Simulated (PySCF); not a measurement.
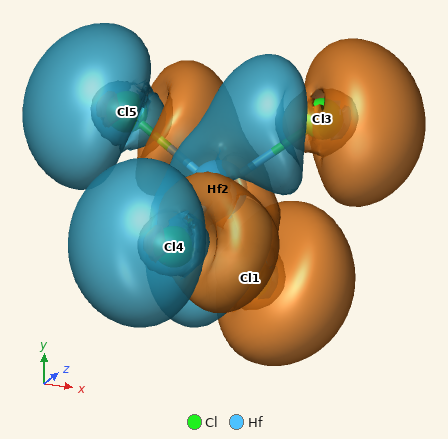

*Cl4Hf, SMILES `Cl[Hf](Cl)(Cl)Cl`. Change of the electron density in a uniform field of 0.21 V/Å, surfaces at ±0.0008 e/Å³ (light blue: gain, orange: loss).*

Level of theory: B3LYP/def2-SVPD (PySCF), at a geometry from GFN2-xTB. Core potentials replace the inner electrons of Hf; spin–orbit coupling isn't included. This is a single-reference result, which may miss multireference character in this system. No frequency check shows the geometry to be a minimum. GFN2-xTB bond lengths at metals and heavier atoms can be off by up to 0.1 Å and shapes distorted, which carries into these values.

Along which Cartesian direction does the field point?

Along +x: electrons gather on the −x side, against the field.

How large is the response?

The induced dipole is 0.92 D (along the field); α along this axis, from the fields in both directions, is 91 bohr³ (13.5 Å³).

Which atoms gain and lose the most charge?

Electrons gather most on Cl4 and Cl5 alike (Hirshfeld charge changes by −0.015 e) and leave Cl1 and Cl3 alike most (+0.015 e); 0.072 electrons are displaced in all.
